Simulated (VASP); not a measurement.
Band structure of Co (hcp). These are optB88-vdW, VASP's PBE PAW potentials (set 64) (plane waves; VASP 6.6.1) values and carry that method's errors.

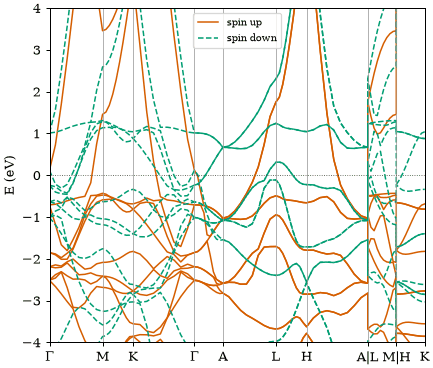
Fig. 1. Bands along high-symmetry lines, zero at the valence-band maximum or, without a gap, the Fermi level

Q: Read the plot: is there a gap, and where are the band edges?

A: It has no gap at this level: it comes out as a metal or semimetal. (Edges off the drawn lines would not show.)

The compound is Co in the hcp structure. It was relaxed first.
